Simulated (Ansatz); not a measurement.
# One shape, several levels: SiHF3 (SMILES F[SiH](F)F)

Aim: a comparison of 6 runs (HF/STO-3G, PBE-QIDH/def2-SVPD, SVWN5/def2-SVPD, revPBE/def2-SVPD, wB97M-V/def2-SVPD, RPA@PBE/def2-SVPD) of SiHF3. 

The calculation is run with Ansatz 0.2.0.

55 further runs of the same task are left out: 55 set aside as unsound or not needed.

### Step 1. The molecule

SiHF3 has 5 atoms, charge 0, and is taken as a singlet. As SMILES, `F[SiH](F)F`. The Si2–F4 distance was set to 3.460 Å, away from the relaxed value. At this shape a bond of the SMILES string is far longer than usual.

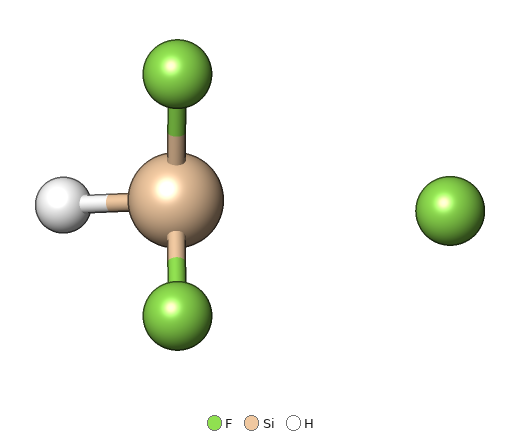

The structure, seen from a chosen angle (fluorine green, silicon light orange, hydrogen white).

### Step 2. A single-point energy at HF/STO-3G (run 1)

The input, input.yaml:

```yaml
crystal:
  periodic: [false, false, false]
  atoms:
    - {symbol: F, position_ang: [0.196830, 1.435823, 2.409794]}
    - {symbol: Si, position_ang: [0.684630, 1.519723, 0.916694]}
    - {symbol: F, position_ang: [0.046830, 2.799423, 0.261294]}
    - {symbol: F, position_ang: [-0.495900, -1.263300, -0.767200]}
    - {symbol: H, position_ang: [2.143330, 1.580423, 0.853394]}
basis:
  gaussian: {orbitals: STO-3G}
hamiltonian: {xc: hf}
accuracy: high
output: {orbitals: {seedname: orbitals}}
```

Started as:

```sh
$ ansatz run input.yaml --threads 1 --pin off --max-ram 3480MiB --events-out events.jsonl --progress --plain --runs-dir runs
```

Output:

```text
Warning: RAYON_NUM_THREADS=1 ignored (pool sized by the plan → 1); use --threads N
Functional definition: HF
  name "HF"
  exchange = exact_x
  correlation = 0
440 factors; integrals over basis functions are off by at most 3.3e-8 eV
mean field evaluation 1: about -15774.1961 eV, gradient 2.6e1 eV
mean field evaluation 2: about -15774.2296 eV, gradient 2.6e1 eV
mean field evaluation 4: about -15777.0644 eV, gradient 7.5e0 eV
mean field evaluation 8: about -15777.1197 eV, gradient 6.6e0 eV
mean field evaluation 16: about -15782.0347 eV, gradient 5.6e-4 eV
mean field evaluation 32: about -15780.3125 eV, gradient 1.5e1 eV
mean field evaluation 64: about -15777.0782 eV, gradient 6.4e0 eV
mean field -15782.03467746 eV, -579.9790769493 hartree, gradient 6.6e-9 eV, S^2 0.000000; 1 other end points of the search recorded, 0 dependent functions left out
reference -15782.03467746 eV, -579.9790769493 hartree; 21, 21 occupied and 4, 4 virtual orbitals, 440 factors
Total energy: -15782.03467746 eV, -579.9790769493 hartree
```

It took 0.18 s on 1 thread of Arm Neoverse V2, shared host.

### Step 3. A single-point energy at PBE-QIDH/def2-SVPD (run 2)

The input, molecule.yaml:

```yaml
basis:
  gaussian:
    orbitals: def2-SVPD
crystal:
  periodic: [false, false, false]
  atoms:
    - {symbol: F, position_ang: [0.196830, 1.435823, 2.409794]}
    - {symbol: Si, position_ang: [0.684630, 1.519723, 0.916694]}
    - {symbol: F, position_ang: [0.046830, 2.799423, 0.261294]}
    - {symbol: F, position_ang: [-0.495900, -1.263300, -0.767200]}
    - {symbol: H, position_ang: [2.143330, 1.580423, 0.853394]}
hamiltonian:
  xc: {name: PBE-QIDH}
accuracy: high
correlation:
  frozen_orbitals: {F: 1, H: 0, Si: 5}
output: {orbitals: {seedname: orbitals}}
```

Started as:

```sh
$ ansatz run molecule.yaml --threads 1 --pin off --max-ram 3480MiB --events-out events.jsonl --progress --plain --runs-dir runs
```

Output:

```text
Warning: RAYON_NUM_THREADS=1 ignored (pool sized by the plan → 1); use --threads N
Functional definition: PBE-QIDH
  name "PBE-QIDH"
  parameter a = 3^(-1/3)
  parameter c = 1/3
  exchange = (1 - a)*pbe_x + a*exact_x
  correlation = (1 - c)*pbe_c + c*(mp2_os + mp2_ss)
1937 factors; integrals over basis functions are off by at most 4.0e-9 eV
mean field evaluation 1: about -16003.9648 eV, gradient 5.6e1 eV
mean field evaluation 2: about -16003.9856 eV, gradient 5.6e1 eV
mean field evaluation 4: about -16008.7478 eV, gradient 2.7e1 eV
mean field evaluation 8: about -16010.5389 eV, gradient 4.5e-1 eV
mean field evaluation 16: about -16010.5473 eV, gradient 2.0e-2 eV
mean field evaluation 32: about -15888.6083 eV, gradient 1.1e2 eV
mean field -16010.54731313 eV, -588.3767614186 hartree, gradient 5.6e-8 eV, S^2 0.000000; 0 other end points of the search recorded, 0 dependent functions left out; unrestricted orbitals would lower it
8 core orbitals not correlated: weight in the atoms' cores, before any rotation towards them, 1.000 or more for the frozen orbitals, at most 0.000 for the correlated occupied ones
reference -16010.54731443 eV, -588.3767614666 hartree; 13, 13 occupied and 80, 80 virtual orbitals, 1937 factors
second order -22.77976761 eV of doubles, -0.00000000 eV of singles
Total energy: -16018.14057030 eV, -588.6558084730 hartree
```

Wall time 8.7 s (1 thread of Arm Neoverse V2, shared host); peak memory 0.4 GiB.

Run 3 isn't shown in full; the table further down has it.

### Step 4. A single-point energy at revPBE/def2-SVPD (run 4)

molecule.yaml: that of step 3 with these lines changed.

```diff
@@ -1,4 +1 @@
-basis:
-  gaussian:
-    orbitals: def2-SVPD
 crystal:
@@ -11,7 +8,6 @@
     - {symbol: H, position_ang: [2.143330, 1.580423, 0.853394]}
-hamiltonian:
-  xc: {name: PBE-QIDH}
+basis:
+  gaussian: {orbitals: def2-SVPD}
 accuracy: high
-correlation:
-  frozen_orbitals: {F: 1, H: 0, Si: 5}
 output: {orbitals: {seedname: orbitals}}
+hamiltonian: {xc: {name: revPBE}}
```

Started as:

```sh
$ ansatz run molecule.yaml --threads 1 --pin off --max-ram 3480MiB --events-out events.jsonl --progress --plain --runs-dir runs
```

Output:

```text
Warning: RAYON_NUM_THREADS=1 ignored (pool sized by the plan → 1); use --threads N
Functional definition: revPBE
  name "revPBE"
  parameter kappa = 1.245
  parameter beta = 0.06672455060314922
  exchange = pbe_x(kappa = kappa, mu = beta*pi^2/3)
  correlation = pbe_c(beta = beta)
1937 factors; integrals over basis functions are off by at most 4.0e-9 eV
mean field evaluation 1: about -16020.7171 eV, gradient 6.9e1 eV
mean field evaluation 2: about -15672.4468 eV, gradient 1.9e2 eV
mean field evaluation 4: about -16024.7776 eV, gradient 4.6e1 eV
mean field evaluation 8: about -16004.7951 eV, gradient 6.3e1 eV
mean field evaluation 16: about -16030.9671 eV, gradient 1.2e-3 eV
mean field -16030.96705430 eV, -589.1271730658 hartree, gradient 1.7e-8 eV, S^2 0.000000; 0 other end points of the search recorded, 0 dependent functions left out
reference -16030.96705928 eV, -589.1271732489 hartree; 21, 21 occupied and 80, 80 virtual orbitals, 1937 factors
Total energy: -16030.96705928 eV, -589.1271732489 hartree
```

Wall time 5.7 s (1 thread of Arm Neoverse V2, shared host); peak memory 0.23 GiB.

Run 5 isn't shown in full; the table further down has it.

### Step 5. A single-point energy at RPA@PBE/def2-SVPD (run 6)

molecule.yaml: that of step 4 with these lines changed.

```diff
@@ -1 +1,3 @@
+basis:
+  gaussian: {orbitals: def2-SVPD}
 crystal:
@@ -8,6 +10,5 @@
     - {symbol: H, position_ang: [2.143330, 1.580423, 0.853394]}
-basis:
-  gaussian: {orbitals: def2-SVPD}
+magnetization: {spin_polarized: false, initial_magnetization: 0}
+hamiltonian: {xc: pbe}
+correlation: {method: rpa, frozen_orbitals: {F: 1, H: 0, Si: 5}}
 accuracy: high
-output: {orbitals: {seedname: orbitals}}
-hamiltonian: {xc: {name: revPBE}}
```

Started as:

```sh
$ ansatz run molecule.yaml --threads 1 --pin off --max-ram 3480MiB --events-out events.jsonl --progress --plain --runs-dir runs
```

Output:

```text
Warning: RAYON_NUM_THREADS=1 ignored (pool sized by the plan → 1); use --threads N
Functional definition: PBE
  name "PBE"
  parameter kappa = 0.804
  parameter beta = 0.06672455060314922
  exchange = pbe_x(kappa = kappa, mu = beta*pi^2/3)
  correlation = pbe_c(beta = beta)
1937 factors; integrals over basis functions are off by at most 4.0e-9 eV
mean field evaluation 1: about -16013.3568 eV, gradient 6.9e1 eV
mean field evaluation 2: about -16013.3582 eV, gradient 6.9e1 eV
mean field evaluation 4: about -16007.7973 eV, gradient 8.9e1 eV
mean field evaluation 8: about -16023.5593 eV, gradient 4.9e0 eV
mean field evaluation 16: about -16023.6276 eV, gradient 8.0e-1 eV
mean field evaluation 32: about -15896.3145 eV, gradient 1.1e2 eV
mean field -16023.62939216 eV, -588.8575189556 hartree, gradient 4.6e-8 eV, S^2 0.000000; 0 other end points of the search recorded, 0 dependent functions left out; unrestricted orbitals would lower it
mean field evaluation 64: about -15987.1187 eV, gradient 5.6e-2 eV
unrestricted determinant -15987.11871006 eV, -587.5157761366 hartree, S^2 0.9849
8 core orbitals not correlated: weight in the atoms' cores, before any rotation towards them, 1.000 or more for the frozen orbitals, at most 0.000 for the correlated occupied ones
reference -15982.66081387 eV, -587.3519514731 hartree; 13, 13 occupied and 80, 80 virtual orbitals, 1937 factors
Total energy: -16013.10867654 eV, -588.4708897881 hartree
```

It took 14 s on 1 thread of Arm Neoverse V2, shared host; peak memory 0.41 GiB.

### Step 6. The series

```csv
run,level,frozen core orbitals,energy (Eh),HOMO energy (eV),LUMO energy (eV),HOMO–LUMO gap (eV),wall time
1,HF/STO-3G,–,-579.979077,-3.68,1.62,5.30,0.18 s
2,PBE-QIDH/def2-SVPD,8,-588.655808,-9.68,-4.44,5.24,8.7 s
3,SVWN5/def2-SVPD,–,-586.225474,-6.61,-6.49,0.12,4.2 s
4,revPBE/def2-SVPD,–,-589.127173,-6.41,-6.23,0.19,5.7 s
5,wB97M-V/def2-SVPD,–,-589.163816,-10.08,-3.93,6.15,56 s
6,RPA@PBE/def2-SVPD,8,-588.470890,–,–,–,14 s
```

### Step 7. Summary of results

| quantity | value |
| --- | --- |
| run 6: total energy | -588.47089 Eh |
| run 6: RPA correlation energy (valence) | -1118.9 mEh |

What this shows: Over runs 1, 2, 3, 4, 5 the HOMO–LUMO gap runs from 0.12 eV (SVWN5/def2-SVPD) to 6.15 eV (wB97M-V/def2-SVPD). Totals of different functionals can't be ranked against each other. In runs 2, 6 the log says that unrestricted orbitals would lower the reference, so the values rest on an unstable closed-shell determinant (other closed-shell runs at this shape may share the fault). In run 1 the basis is minimal, so the values are rough. In runs 1, 2, 3, 4, 5, 6 a closed-shell determinant meets a far-stretched bond, which it describes badly. All runs together took 89 s, the longest 56 s.
